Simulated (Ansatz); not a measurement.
## How fast states decay through TlS3I

A new crystal, TlS3I: structure, gap and complex bands. It is built by putting S for O in the TlIO3 structure of space group R3m, with the volume rescaled by atomic radii. The parent structure comes from the Materials Project.

Calculated with Ansatz 0.2.0; r2SCAN DFT, plane waves, PAW files, in the first sound run; inputs show where later runs differ.

The structure was built from a prototype and need not be the compound's stable phase.

## (1) The structure

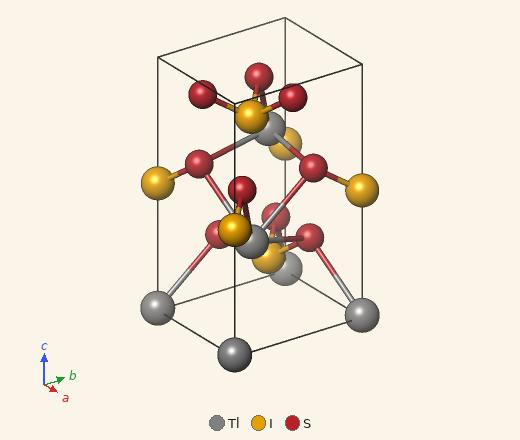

The cell as given, slightly off an axis (thallium grey, iodine orange, sulfur red). This picture shows the conventional cell, with its axes. Bonds to atoms that aren't drawn are left out. Some periodic images of atoms are drawn too.

## (2) Cell and atoms at rest

The substituted atoms don't fit the parent's cell, so cell and atoms relax together. A small smearing keeps the run stable in case the gap closes on the way.

Contents of input.yaml:

```yaml
crystal:
  lattice:
    - [3.5254223749, 2.0354035572, 2.9711651077]
    - [-3.5254223749, 2.0354035572, 2.9711651077]
    - [0.0, -4.0708071143, 2.9711651077]
  atoms:
    - { symbol: Tl, position: [0.00875085, 0.00875085, 0.00875085] }
    - { symbol: I, position: [0.50186733, 0.50186733, 0.50186733] }
    - { symbol: S, position: [0.90328765, 0.46189709, 0.46189709] }
    - { symbol: S, position: [0.46189709, 0.90328765, 0.46189709] }
    - { symbol: S, position: [0.46189709, 0.46189709, 0.90328765] }
kpoints:
  mp_grid: { grid: [4, 4, 4] }
scf:
  occupations: { method: gaussian, width: 0.03 }
hamiltonian:
  xc: r2scan
output:
  forces: true
  stress: true
relax:
  f_tol: 0.02
  max_steps: 60
  cell: {}
```

Launch:

```bash
$ ansatz run input.yaml --threads 2 --pin off --max-ram 4096MiB --backend cpu --events-out ev --progress --plain --runs-dir out
```

Numbers of over 12 decimals in the logs are rounded to 6 here.

Output:

```text
Engine: ansatz 0.2.0, x86_64-unknown-linux-gnu
Pseudopotentials: kind: paw
Pseudopotential: Tl, paw, valence charge 13, recommended cutoff 500 eV (meta_gga), Tl.paw.azcp
Pseudopotential: I, paw, valence charge 17, recommended cutoff 500 eV (meta_gga), I.paw.azcp
Pseudopotential: S, paw, valence charge 6, recommended cutoff 500 eV (meta_gga), S.paw.azcp
Functional definition: r2SCAN
  parameter k0 = 0.174
  parameter k1 = 0.065
  parameter a1 = 4.9479
  exchange = r2scan_x(k0 = k0, k1 = k1, a1 = a1)
  correlation = r2scan_c
Crystal: 5 atoms, lattice volume = 127.920 Å³
Basis set: ecut = 500 eV, 3245 PW (Γ), exchange–correlation on 160×160×160 points (64 copies of the dense FFT grid, shifted against one another)
Bands: 29, of which v1, the nominal top of the filled ones, is band 24 counted from 1 (23 counted from 0)
Symmetry: 6 space group operations
Space group: R3m (ITA 160), of the structure as read, at distance tolerance 5.0e-5 Å
k-points: 13 of 64 (time reversal used)
Non-local potential: Tl, projectors of the file, l = 0: 2, l = 1: 2, l = 2: 2, l = 3: 1
Non-local potential: I, projectors of the file, l = 0: 2, l = 1: 2, l = 2: 2, l = 3: 2
Non-local potential: S, projectors of the file, l = 0: 2, l = 1: 2, l = 2: 2
PAW form: soft (Blöchl's): semilocal exchange-correlation on the pseudo side does not see the compensation charge
PAW frozen core: Tl, regenerated for the run's functional (the file was generated under x = pbe(κ = 0.804, μ = 0.219515), c = pbe(β = 0.066725))
PAW frozen core: I, regenerated for the run's functional (the file was generated under x = pbe(κ = 0.804, μ = 0.219515), c = pbe(β = 0.066725))
PAW frozen core: S, regenerated for the run's functional (the file was generated under x = pbe(κ = 0.804, μ = 0.219515), c = pbe(β = 0.066725))
PAW one-centre angular grid: Tl, 590 points (default); XC on 160 Gauss nodes
PAW one-centre angular grid: I, 590 points (default); XC on 160 Gauss nodes
PAW one-centre angular grid: S, 302 points (default); XC on 160 Gauss nodes
Initial density: superposition of atomic densities (neutral atoms: chi_scale 0, normalization atom), corrected by the library's trained network
Initial wavefunctions: pseudopotential atomic-orbital guess
Functional: x = r2scan, c = r2scan; τ floored in thin density (d = 2e-4 eV/Å³)
SCF iter   1: F=—  HF=-21698.839127 eV  |F-HF|=—  |Δ(HF+E_count)|=         —  Δρ=5.77e-3  dr2=3.80e-2  dr2_τ=1.18e-1  ethr=1.77e-3  ⟨swp⟩=8.2  Hψ=2297  notcnv=0
preconditioner: auto → Resta (q_TF=auto, 2.317 Å⁻¹)  ε∞=4.0  [insulator: Δε(μ)=1.910 eV  Ē_g=11.692 eV  σ=0.030 eV  W_gap=1.00  n_scr=26 (ndim 8)  ℏωp=20.2 eV  f_vac=0.012  D(μ)=0.00/eV (n_scr^D=0)  ε∞_Penn≈4.0]
SCF iter   2: F=—  HF=-21698.887327 eV  |F-HF|=—  |Δ(HF+E_count)|=   4.82e-2  Δρ=2.96e-3  dr2=7.55e-3  dr2_τ=4.00e-4  ethr=7.92e-5  ⟨swp⟩=3.0  Hψ=819  notcnv=0  defer=13
SCF iter   3: F=—  HF=-21698.882009 eV  |F-HF|=—  |Δ(HF+E_count)|=   5.32e-3  Δρ=7.02e-4  dr2=5.31e-4  dr2_τ=2.76e-5  ethr=1.57e-5  ⟨swp⟩=2.0  Hψ=663  notcnv=0  defer=13
SCF iter   4: F=—  HF=-21698.882139 eV  |F-HF|=—  |Δ(HF+E_count)|=   1.30e-4  Δρ=1.28e-4  dr2=1.92e-5  dr2_τ=2.96e-6  ethr=1.11e-6  ⟨swp⟩=2.0  Hψ=494  notcnv=0  defer=13
SCF iter   5: F=—  HF=-21698.882150 eV  |F-HF|=—  |Δ(HF+E_count)|=   1.10e-5  Δρ=3.99e-5  dr2=2.13e-6  dr2_τ=9.38e-8  ethr=4.00e-8  ⟨swp⟩=2.0  Hψ=610  notcnv=0  defer=13
SCF iter   6: F=-21698.882152 eV  HF=-21698.882152 eV  |F-HF|=2.30e-8  |Δ(HF+E_count)|=   2.01e-6  Δρ=7.93e-6  dr2=7.88e-8  dr2_τ=5.66e-9  ethr=2.08e-10  ⟨swp⟩=4.0  Hψ=1866  notcnv=0
SCF 1 converged in 6 iterations: F = -21698.882152 eV  dr2 = 7.88e-8
  greatest PAW one-centre occupation: 0.999 electrons in one spin orbital (limit 2), on the I atom at site 1 (counted from 0), in its partial waves of l = 2
relax step   1: F+E_penalty+E_count = -21698.88215203 eV  Δ(F+E_penalty+E_count) = +0.000e0 eV  max|allowed force component| = 8.985e0 eV/Å  Δτ_max = 0.0000 Å  P = +23.957 GPa  Ω = 127.920 Å³  (6 SCF iters, dr2 threshold 1.00e-7 eV, accepted)
Crystal: 5 atoms, lattice volume = 136.178 Å³
Basis set: ecut = 500 eV, 3467 PW (Γ), exchange–correlation on 160×160×160 points (64 copies of the dense FFT grid, shifted against one another)
Initial density: handed on by an earlier stage of this run
Initial wavefunctions: those handed on with the density
iter 1 solved again at ethr=1.23e-3 eV; its pass at ethr=3.10e-3 eV (dr2=5.92e-1 eV) is discarded
SCF iter   1: F=—  HF=-21701.154195 eV  |F-HF|=—  |Δ(HF+E_count)|=         —  Δρ=1.88e-2  dr2=5.72e-1  dr2_τ=8.73e-1  ethr=1.23e-3  ⟨swp⟩=1.2  Hψ=2610  notcnv=0
preconditioner: auto → Resta (q_TF=auto, 2.293 Å⁻¹)  ε∞=4.5  [insulator: Δε(μ)=0.044 eV  Ē_g=10.529 eV  σ=0.030 eV  W_gap=0.69  n_scr=26 (ndim 8)  ℏωp=19.6 eV  f_vac=0.021  D(μ)=0.97/eV (n_scr^D=0)  ε∞_Penn≈4.5]
SCF iter   2: F=—  HF=-21701.699938 eV  |F-HF|=—  |Δ(HF+E_count)|=   5.46e-1  Δρ=9.27e-3  dr2=1.02e-1  dr2_τ=2.14e-3  ethr=1.19e-3  ⟨swp⟩=3.2  Hψ=796  notcnv=0
SCF iter   3: F=—  HF=-21701.685307 eV  |F-HF|=—  |Δ(HF+E_count)|=   1.46e-2  Δρ=2.33e-3  dr2=5.75e-3  dr2_τ=4.77e-4  ethr=2.13e-4  ⟨swp⟩=3.2  Hψ=740  notcnv=0  defer=5
SCF iter   4: F=—  HF=-21701.687445 eV  |F-HF|=—  |Δ(HF+E_count)|=   2.14e-3  Δρ=7.43e-4  dr2=5.85e-4  dr2_τ=2.19e-5  ethr=1.20e-5  ⟨swp⟩=2.0  Hψ=684  notcnv=0  defer=7
SCF iter   5: F=—  HF=-21701.687844 eV  |F-HF|=—  |Δ(HF+E_count)|=   3.99e-4  Δρ=1.67e-4  dr2=3.44e-5  dr2_τ=1.98e-6  ethr=1.22e-6  ⟨swp⟩=2.0  Hψ=632  notcnv=0  defer=8
SCF iter   6: F=—  HF=-21701.687868 eV  |F-HF|=—  |Δ(HF+E_count)|=   2.41e-5  Δρ=4.29e-5  dr2=2.57e-6  dr2_τ=8.61e-8  ethr=7.16e-8  ⟨swp⟩=2.0  Hψ=680  notcnv=0  defer=8
SCF iter   7: F=-21701.687869 eV  HF=-21701.687869 eV  |F-HF|=2.20e-8  |Δ(HF+E_count)|=   1.05e-6  Δρ=1.24e-5  dr2=1.63e-7  dr2_τ=5.25e-9  ethr=1.04e-9  ⟨swp⟩=5.2  Hψ=1582  notcnv=0
SCF 2 converged in 7 iterations: F = -21701.687869 eV  dr2 = 1.63e-7
relax step   2: F+E_penalty+E_count = -21701.68786876 eV  Δ(F+E_penalty+E_count) = -2.806e0 eV  max|allowed force component| = 7.613e-1 eV/Å  Δτ_max = 0.1948 Å  P = +3.138 GPa  Ω = 136.178 Å³  energy of the carried Pulay correction = -9.642e-4 eV  (7 SCF iters, dr2 threshold 5.00e-7 eV, accepted)
Crystal: 5 atoms, lattice volume = 141.720 Å³
Basis set: ecut = 500 eV, 3617 PW (Γ), exchange–correlation on 160×160×160 points (64 copies of the dense FFT grid, shifted against one another)
iter 1 solved again at ethr=7.89e-4 eV; its pass at ethr=3.10e-3 eV (dr2=3.79e-1 eV) is discarded
SCF iter   1: F=—  HF=-21701.547920 eV  |F-HF|=—  |Δ(HF+E_count)|=         —  Δρ=1.46e-2  dr2=3.80e-1  dr2_τ=5.99e-1  ethr=7.89e-4  ⟨swp⟩=1.2  Hψ=2362  notcnv=0
preconditioner: auto → Resta (q_TF=auto, 2.278 Å⁻¹)  ε∞=4.4  [insulator: Δε(μ)=0.286 eV  Ē_g=10.360 eV  σ=0.030 eV  W_gap=1.00  n_scr=26 (ndim 8)  ℏωp=19.2 eV  f_vac=0.022  D(μ)=0.00/eV (n_scr^D=0)  ε∞_Penn≈4.4]
SCF iter   2: F=—  HF=-21702.018744 eV  |F-HF|=—  |Δ(HF+E_count)|=   4.71e-1  Δρ=7.30e-3  dr2=9.62e-2  dr2_τ=1.03e-3  ethr=7.89e-4  ⟨swp⟩=3.0  Hψ=736  notcnv=0
SCF iter   3: F=—  HF=-21701.997027 eV  |F-HF|=—  |Δ(HF+E_count)|=   2.17e-2  Δρ=1.88e-3  dr2=5.54e-3  dr2_τ=4.69e-4  ethr=2.00e-4  ⟨swp⟩=3.2  Hψ=735  notcnv=0  defer=3
SCF iter   4: F=—  HF=-21701.996823 eV  |F-HF|=—  |Δ(HF+E_count)|=   2.05e-4  Δρ=5.68e-4  dr2=6.44e-4  dr2_τ=2.11e-5  ethr=1.15e-5  ⟨swp⟩=2.8  Hψ=704  notcnv=0  defer=3
SCF iter   5: F=—  HF=-21701.996974 eV  |F-HF|=—  |Δ(HF+E_count)|=   1.51e-4  Δρ=2.00e-4  dr2=6.88e-5  dr2_τ=1.19e-6  ethr=1.34e-6  ⟨swp⟩=2.5  Hψ=602  notcnv=0  defer=4
SCF iter   6: F=—  HF=-21701.997000 eV  |F-HF|=—  |Δ(HF+E_count)|=   2.58e-5  Δρ=4.86e-5  dr2=3.58e-6  dr2_τ=1.04e-7  ethr=1.43e-7  ⟨swp⟩=2.0  Hψ=681  notcnv=0  defer=4
SCF iter   7: F=-21701.997000 eV  HF=-21701.997000 eV  |F-HF|=3.26e-8  |Δ(HF+E_count)|=   3.95e-8  Δρ=1.19e-5  dr2=2.65e-7  dr2_τ=7.24e-9  ethr=1.04e-9  ⟨swp⟩=5.2  Hψ=1620  notcnv=0
SCF 3 converged in 7 iterations: F = -21701.997000 eV  dr2 = 2.65e-7
relax step   3: F+E_penalty+E_count = -21701.99699970 eV  Δ(F+E_penalty+E_count) = -3.091e-1 eV  max|allowed force component| = 3.359e-1 eV/Å  Δτ_max = 0.1950 Å  P = +1.309 GPa  Ω = 141.720 Å³  energy of the carried Pulay correction = -1.578e-3 eV  (7 SCF iters, dr2 threshold 5.00e-7 eV, accepted)
[...]
relax step   4: F+E_penalty+E_count = -21702.10746855 eV  Δ(F+E_penalty+E_count) = -1.105e-1 eV  max|allowed force component| = 1.283e-1 eV/Å  Δτ_max = 0.0808 Å  P = +0.345 GPa  Ω = 148.092 Å³  energy of the carried Pulay correction = -2.254e-3 eV  (7 SCF iters, dr2 threshold 5.00e-7 eV, accepted)
[...]
relax step   5: F+E_penalty+E_count = -21702.17147623 eV  Δ(F+E_penalty+E_count) = -6.401e-2 eV  max|allowed force component| = 6.669e-2 eV/Å  Δτ_max = 0.0516 Å  P = +0.122 GPa  Ω = 152.487 Å³  energy of the carried Pulay correction = -2.703e-3 eV  (6 SCF iters, dr2 threshold 5.00e-7 eV, accepted)
[...]
relax step   6: F+E_penalty+E_count = -21702.20468340 eV  Δ(F+E_penalty+E_count) = -3.321e-2 eV  max|allowed force component| = 2.420e-1 eV/Å  Δτ_max = 0.0584 Å  P = +0.438 GPa  Ω = 153.810 Å³  energy of the carried Pulay correction = -2.835e-3 eV  (6 SCF iters, dr2 threshold 5.00e-7 eV, accepted)
[...]
relax step   7: F+E_penalty+E_count = -21702.21163397 eV  Δ(F+E_penalty+E_count) = -6.951e-3 eV  max|allowed force component| = 8.252e-2 eV/Å  Δτ_max = 0.0549 Å  P = +0.232 GPa  Ω = 155.650 Å³  energy of the carried Pulay correction = -3.017e-3 eV  (6 SCF iters, dr2 threshold 5.00e-7 eV, accepted)
[...]
relax step   8: F+E_penalty+E_count = -21702.21287894 eV  Δ(F+E_penalty+E_count) = -1.245e-3 eV  max|allowed force component| = 1.314e-2 eV/Å  Δτ_max = 0.0081 Å  P = +0.033 GPa  Ω = 156.045 Å³  energy of the carried Pulay correction = -3.056e-3 eV  (5 SCF iters, dr2 threshold 4.26e-7 eV, accepted)
[...]
relax step   9: F+E_penalty+E_count = -21702.21298955 eV  Δ(F+E_penalty+E_count) = -1.106e-4 eV  max|allowed force component| = 3.692e-3 eV/Å  Δτ_max = 0.0075 Å  P = -0.002 GPa  Ω = 156.407 Å³  energy of the carried Pulay correction = -3.091e-3 eV  (6 SCF iters, dr2 threshold 8.37e-9 eV, accepted)
Initial wavefunctions: pseudopotential atomic-orbital guess (no wavefunctions were taken with the density)
iter 1 solved again at ethr=5.57e-7 eV; its pass at ethr=3.10e-3 eV (dr2=2.67e-4 eV) is discarded
SCF iter   1: F=—  HF=-21702.211082 eV  |F-HF|=—  |Δ(HF+E_count)|=         —  Δρ=6.26e-4  dr2=1.92e-5  dr2_τ=2.62e-5  ethr=5.57e-7  ⟨swp⟩=4.0  Hψ=2970  notcnv=0
preconditioner: auto → Resta (q_TF=auto, 2.241 Å⁻¹)  ε∞=4.2  [insulator: Δε(μ)=0.537 eV  Ē_g=10.296 eV  σ=0.030 eV  W_gap=1.00  n_scr=26 (ndim 8)  ℏωp=18.3 eV  f_vac=0.085  D(μ)=0.00/eV (n_scr^D=0)  ε∞_Penn≈4.2]
SCF iter   2: F=—  HF=-21702.216957 eV  |F-HF|=—  |Δ(HF+E_count)|=   5.88e-3  Δρ=3.16e-4  dr2=4.75e-6  dr2_τ=5.67e-5  ethr=4.01e-8  ⟨swp⟩=2.1  Hψ=719  notcnv=0
SCF iter   3: F=—  HF=-21702.217487 eV  |F-HF|=—  |Δ(HF+E_count)|=   5.30e-4  Δρ=3.52e-5  dr2=3.40e-7  dr2_τ=6.31e-7  ethr=9.90e-9  ⟨swp⟩=2.2  Hψ=639  notcnv=0
SCF iter   4: F=—  HF=-21702.217492 eV  |F-HF|=—  |Δ(HF+E_count)|=   5.01e-6  Δρ=6.56e-6  dr2=2.88e-8  dr2_τ=8.14e-9  ethr=7.08e-10  ⟨swp⟩=2.0  Hψ=624  notcnv=0
SCF iter   5: F=—  HF=-21702.217492 eV  |F-HF|=—  |Δ(HF+E_count)|=   8.93e-8  Δρ=1.16e-6  dr2=1.84e-9  dr2_τ=1.37e-10  ethr=6.01e-11  ⟨swp⟩=2.1  Hψ=690  notcnv=0
SCF iter   6: F=—  HF=-21702.217492 eV  |F-HF|=—  |Δ(HF+E_count)|=   1.36e-9  Δρ=3.08e-7  dr2=2.19e-10  dr2_τ=8.03e-12  ethr=3.83e-12  ⟨swp⟩=2.0  Hψ=688  notcnv=0
SCF iter   7: F=-21702.217492 eV  HF=-21702.217492 eV  |F-HF|=1.46e-11  |Δ(HF+E_count)|=  1.46e-10  Δρ=7.43e-8  dr2=2.15e-11  dr2_τ=5.59e-13  ethr=1.00e-12  ⟨swp⟩=5.0  Hψ=1440  notcnv=0
SCF 10 converged in 7 iterations: F = -21702.217492 eV  dr2 = 2.15e-11
relax step  10: F+E_penalty+E_count = -21702.21749244 eV  Δ(F+E_penalty+E_count) = -4.503e-3 eV  max|allowed force component| = 3.823e-3 eV/Å  Δτ_max = 0.0000 Å  P = +0.018 GPa  Ω = 156.407 Å³  stress off target by 4.03e-2 GPa  SCF on the basis re-selected at this cell (its energy is not comparable with the rows above)  (7 SCF iters)
basis re-selected at this cell: Δ(F+E_penalty+E_count) = -4.503e-3 eV, ΔP = +0.020 GPa vs the last step (what re-selecting the basis moved, of the pressure what is left beyond the Pulay correction that the steps carried, after the strain that the cell walked since its last selection, with what the two solves' SCF thresholds leave and, on support functions, any second-order correction that the steps lacked; it is no m [...]
SCF converged after 7 iterations
Free energy (F): -21702.217492 eV
Harris-Foulkes:  -21702.217492 eV  (|F-HF|=1.46e-11)
Internal energy: -21702.217492 eV  (E = F + TS)
E sigma→0 (E₀):  -21702.217492 eV
Fermi energy:    4.383707 eV
--- Per-component energies (eV) ---
  E_band       = -550.968623
  E_kinetic    = 836.029405
  E_local      = -3986.573902  (includes V_loc(G=0)·N_el)
  E_nonlocal   = 312.324670
  E_hartree    = 1772.159461
  E_xc         = -611.807072
  E_vxc        = -576.538880  (∫ρ·V_xc dr)
  E_paw        = -16854.588106  (= ΣΔE_a)
  E_vpaw       = -714.724907  (= ΣTr[D̂ρ^β])
  E_aug_tail   = -0.000012  (compensation charges beyond the density's cutoff)
  E_vtau       = 34.195930  (kinetic-family band-sum trace: ∫τ·v_τ [+ j·A + Jᵃ·Aᵃ] dr)
  E_ewald      = -3170.545450
  E_core_change = 0.783514  (= ΣΔE_core)
  E_smearing   = -0.000000  (= −TS)
  E_closure    = 0.000000  (closes the sum)
  Σ components = -21702.217492   (vs F -21702.217492, Δ=0.00e0)
--- Forces (eV/Å), atoms counted from 1 ---
  atom   1  Tl    -0.00000000     0.00000000     0.00354162
  atom   2  I      0.00000000     0.00000000     0.00382079
  atom   3  S     -0.00182096    -0.00105133    -0.00245762
  atom   4  S      0.00182096    -0.00105133    -0.00245762
  atom   5  S      0.00000000     0.00210266    -0.00245762
  max |Σ_I F_I| component: 1.05e-5 eV/Å
--- Stress (GPa, compression-positive) ---
        0.006180       0.000000       0.000000
        0.000000       0.006180       0.000000
        0.000000       0.000000       0.040291
  P = ⅓ Tr σ = 0.0176 GPa (0.176 kbar)
--- Relaxed structure (9 steps of the walk, 9 accepted, 1 SCFs on fresh bases) ---
  F+E_penalty+E_count = -21702.21749244 eV   max|allowed force component| = 3.823e-3 eV/Å   (the final SCF, on the basis selected at the relaxed cell)
  cell:  # Å, volume = 156.4070 Å³
    - [3.535949, 2.041481, 3.611217]
    - [-3.535949, 2.041481, 3.611217]
    - [0, -4.082962, 3.611217]
  atoms:
    - { symbol: Tl, position: [0.017576, 0.017576, 0.017576] }
    - { symbol: I, position: [0.519954, 0.519954, 0.519954] }
    - { symbol: S, position: [0.951805, 0.424183, 0.424183] }
    - { symbol: S, position: [0.424183, 0.951805, 0.424183] }
    - { symbol: S, position: [0.424183, 0.424183, 0.951805] }
```

Elapsed: 28 s, on 2 threads of Intel Xeon Platinum 8559C (Emerald Rapids), shared host; peak memory 0.68 GiB.

Step by step:

```csv
step,energy less that of the first step (eV),largest force component (eV/Å),pressure (GPa),volume (Å³)
1,0.0000,8.9850,23.96,127.92
2,-2.8057,0.7613,3.14,136.18
3,-3.1148,0.3359,1.31,141.72
4,-3.2253,0.1283,0.34,148.09
5,-3.2893,0.0667,0.12,152.49
6,-3.3225,0.2420,0.44,153.81
7,-3.3295,0.0825,0.23,155.65
8,-3.3307,0.0131,0.03,156.05
9,-3.3308,0.0037,0.00,156.41
10*,-3.3353,0.0038,0.02,156.41
```

Relaxation steps marked * repeat the geometry before them on a plane-wave basis chosen anew for their cell, so energy and pressure can jump there.

The run keeps the 6 symmetry operations that it works with, so distortions that break them were not tested.

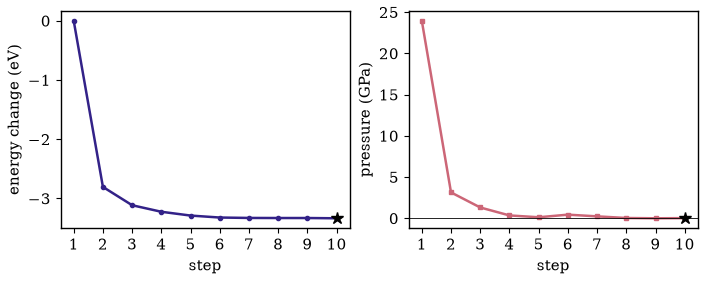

Energy and pressure along the relaxation. Stars mark steps on a basis chosen anew.

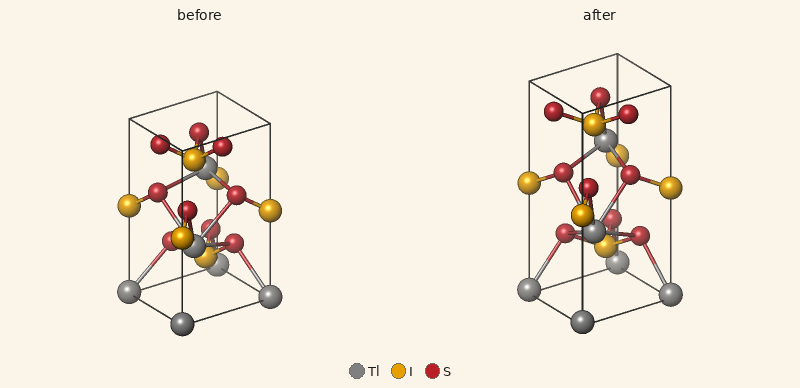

Before and after, at one scale. Bonds to atoms that aren't drawn are left out.

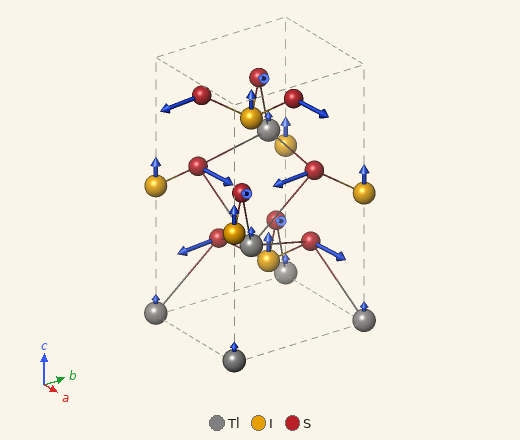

Displacements in the relaxation, exaggerated, measured against the changing cell; the longest in the cell stands for 0.37 Å. Bonds to atoms that aren't drawn are left out. Some periodic images of atoms are drawn too.

```csv
cell as run,before,after,change
a (Å),5.040,5.451,+8.2 %
b (Å),5.040,5.451,+8.2 %
c (Å),5.040,5.451,+8.2 %
α (°),88.78,80.89,-8.9 %
β (°),88.78,80.89,-8.9 %
γ (°),88.78,80.89,-8.9 %
volume (Å³/atom),25.58,31.28,+22.3 %
```

The atoms that moved most (Å, as changes of fractional coordinates times the final cell):

```csv
atom,dx,dy,dz,length
S5,0.000,-0.352,-0.097,0.365
S3,0.305,0.176,-0.097,0.365
S4,-0.305,0.176,-0.097,0.365
I2,0.000,0.000,0.196,0.196
Tl1,0.000,0.000,0.096,0.096
```

The relaxed structure:

```xyz
5
Lattice="3.5359 2.0415 3.6112 -3.5359 2.0415 3.6112 0.0000 -4.0830 3.6112" Properties=species:S:1:pos:R:3 pbc="T T T"
Tl    0.0000    0.0000    0.1904
I     0.0000    0.0000    5.6330
S     1.8656    1.0771    6.5008
S    -1.8656    1.0771    6.5008
S     0.0000   -2.1543    6.5008
```

This step gave:

```yaml
free_energy: -21702.2175 eV
fermi_energy: 4.384 eV
pressure: 0.01755 GPa
```

The largest force component on a free atom ends at 0.0038 eV/Å.

(Continued in part 2 of 4.)

[Logs are printed without paths, hosts, clocks, repeated set-up lines and the standing remarks that a program may print on its own settings, such as how far it seeks lower states.]

[Hosts, paths, dates, database ids (printed as entryN), source tags and the programs' standing remarks are cut or masked in the printed files.]

[New means built here by substitution; the compound itself may be known and measured.]
